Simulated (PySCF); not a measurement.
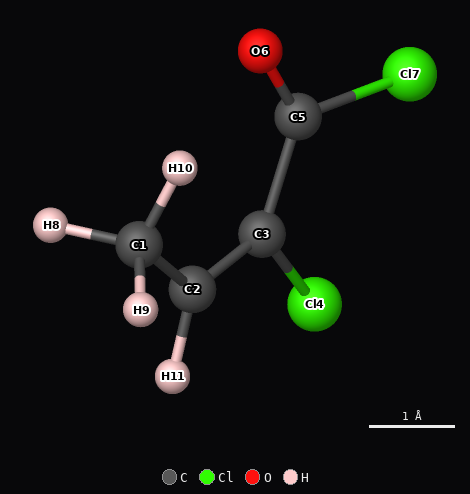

**Figure 1.** The input geometry (ball-and-stick view, seen at a tilt; atoms are numbered from 1 in the order of the input). Bond lengths as drawn: C–C 1.34 to 1.48 Å, C–Cl 1.73 to 1.76 Å, C–H 1.08 to 1.09 Å and C–O 1.19 Å.

# Excited-state calculation, with input and output: C₄H₄Cl₂O

System: C₄H₄Cl₂O.
Method: TDA OPBE/6-31G*, vertical, gas phase, core orbitals frozen in the response (PySCF 2.14.0).

The geometry comes from this level: GFN2-xTB. It belongs to a series of runs on one base structure; here: OPBE/6-31G*; 6 states, TDA; conv 1e-06; aux def2-universal-jkfit.

## What the program printed
```
final grid: 101024 points
cycle   1  E = -1150.0961369283  dE =  9.723e-01  |g| = 8.564e-01  |ddm| = 3.675e+00
cycle   2  E = -1148.6858210537  dE =  1.410e+00  |g| = 2.636e+00  |ddm| = 3.136e+00
cycle   3  E = -1150.2089967525  dE = -1.523e+00  |g| = 3.741e-01  |ddm| = 2.834e+00
cycle   4  E = -1150.2394107949  dE = -3.041e-02  |g| = 2.065e-01  |ddm| = 7.322e-01
cycle   5  E = -1150.2480739195  dE = -8.663e-03  |g| = 1.062e-01  |ddm| = 3.468e-01
cycle   6  E = -1150.2511193386  dE = -3.045e-03  |g| = 3.313e-02  |ddm| = 1.447e-01
cycle   7  E = -1150.2514003440  dE = -2.810e-04  |g| = 8.155e-03  |ddm| = 3.983e-02
cycle   8  E = -1150.2514176880  dE = -1.734e-05  |g| = 2.988e-03  |ddm| = 1.475e-02
cycle   9  E = -1150.2514202870  dE = -2.599e-06  |g| = 6.696e-04  |ddm| = 4.729e-03
cycle  10  E = -1150.2514203762  dE = -8.929e-08  |g| = 3.128e-04  |ddm| = 1.023e-03
converged SCF energy = -1150.2514203762

Static polarisability (au): isotropic 66.446, principal 33.410 65.543 100.386

Singlet excitations
state   eV       nm        f      main configurations
  1   3.7942    326.8   0.00009   H-1->L 0.85, H->L 0.14
  2   4.5351    273.4   0.02572   H-2->L 0.78, H->L 0.18
  3   4.7085    263.3   0.12155   H->L 0.53, H-2->L 0.20, H-1->L 0.12
  4   5.2658    235.5   0.03717   H-3->L 0.59, H-4->L 0.35
  5   5.3926    229.9   0.01457   H-4->L 0.63, H-3->L 0.29
  6   6.1565    201.4   0.00532   H->L+1 0.91

Triplet excitations (Tamm-Dancoff, eV): 3.0203 3.5206 4.3687 4.5830 5.2060
```

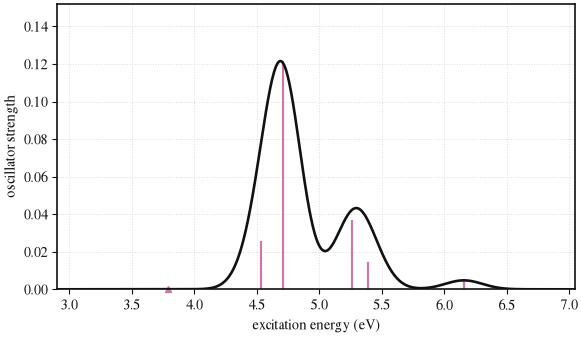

**Figure 2.** Computed excitations as sticks (degenerate states added up, dark ones marked on the axis), with a Gaussian envelope of 0.35 eV full width at half maximum, scaled to the tallest. Of the 6 states the lowest lies at 3.79 eV (f = 0.000); the strongest line is at 4.71 eV, or 263 nm (f = 0.122).

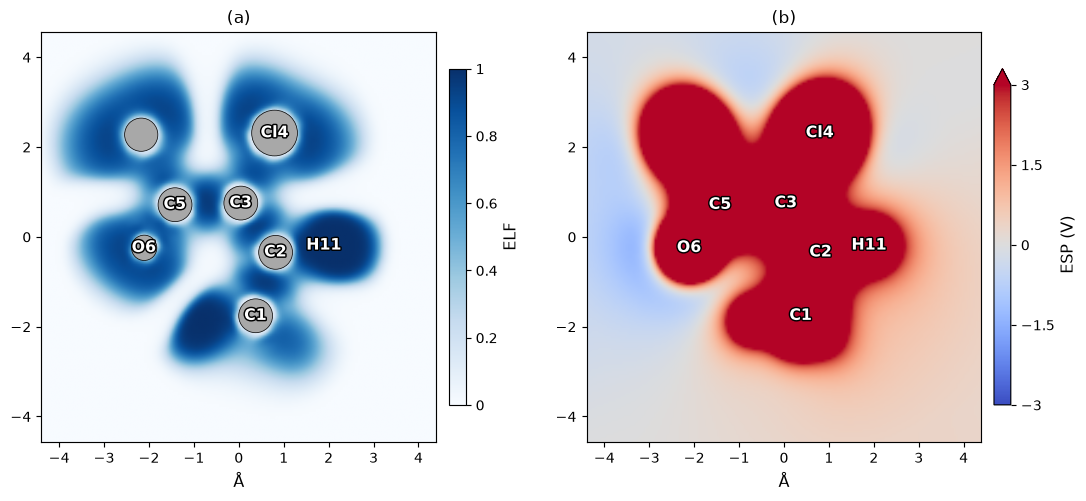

**Figure 3.** (a) electron localisation function; (b) electrostatic potential on the plane of atoms C2, C3 and Cl4. Grey discs, where drawn, cover atomic cores. The section cuts through C, Cl, O and H sites. C–O (1.19 Å): the ELF peaks at about 0.85 between the atoms (a double or triple bond). C–C (1.34 Å): the ELF peaks at about 0.95 between the atoms; a double or triple bond. C–H (1.08 Å): the ELF climbs to about 1 towards the hydrogen, as it does in any bond to H (a covalent bond by its length).

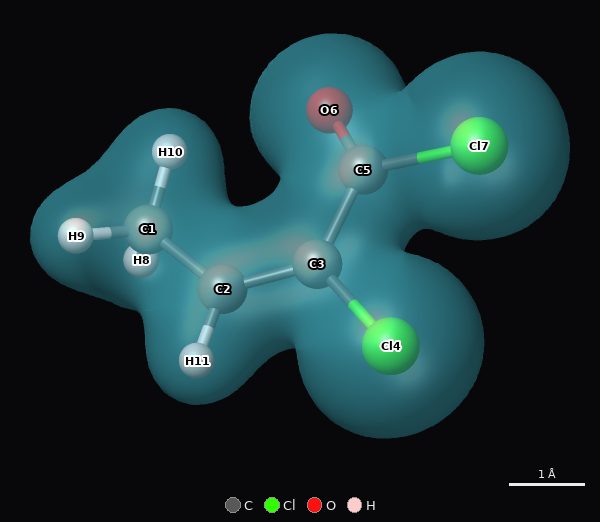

**Figure 4.** Isosurface of the total electron density at 0.2 e/Å³ (cyan), seen at a tilt. At this value the surface is in one piece. On the grid the lowest density along these lines, outside the cores, is 2.9 e/Å³ (C–O, 1.19 Å), 2.2 e/Å³ (C–C, 1.34 Å), 1.4 e/Å³ (C–Cl, 1.73 Å) and 1.9 e/Å³ (C–H, 1.08 Å).

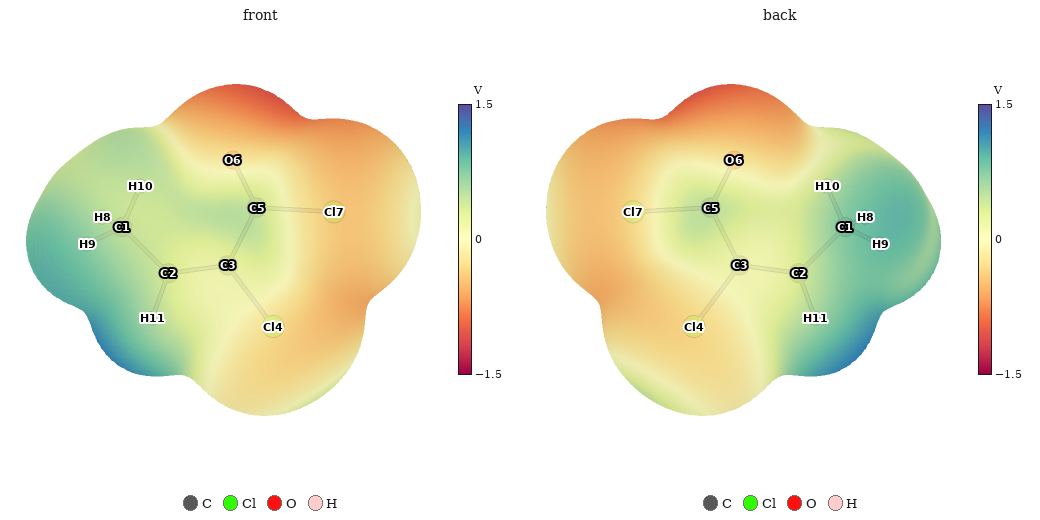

**Figure 5.** The electrostatic potential painted on the density surface at 0.001 e/bohr³, seen face on and from behind; red is negative and blue positive. A positive charge is drawn to the negative regions and a negative charge to the positive ones.

The run was set up as follows.

## Input file
```
{"job": {"kind": "uv", "xc": "OPBE", "basis": "6-31G*", "nstates": 6, "ntriplets": 5, "tda": true, "scf": {"conv": 1e-06, "aux": "def2-universal-jkfit"}}, "charge": 0, "multiplicity": 1}
C      1.529182    -0.142079     0.312238
C      0.432404     0.799974    -0.007496
C     -0.855197     0.500280    -0.241423
Cl    -1.965708     1.780308    -0.593913
C     -1.395747    -0.861203    -0.202073
O     -0.766233    -1.872379    -0.145097
Cl    -3.154361    -0.936189    -0.223781
H      2.141161    -0.289602    -0.578517
H      2.169021     0.289493     1.079508
H      1.159125    -1.111135     0.629729
H      0.711778     1.845204    -0.055139
```

The first line tells a small driver script what to run in PySCF; the rest is the geometry in Å.

Run as:
```bash
OMP_NUM_THREADS=1 python <driver script> task.json out
```

## Summary

| quantity | value |
| --- | --- |
| outcome | converged |
| total energy | −1150.251420 hartree |
| HOMO | −6.58 eV |
| LUMO | −3.03 eV |
| dipole moment | 3.24 D |
| mean polarisability | 66.45 a.u. |
| lowest singlet excitation | 3.79 eV |
| hardware | 1 CPU thread, shared host |
| wall time | 44 s |
| peak memory | 0.82 GiB |

## Notes

Settings chosen away from the usual ones: OPBE/6-31G*; 6 states, TDA; conv 1e-06; aux def2-universal-jkfit.
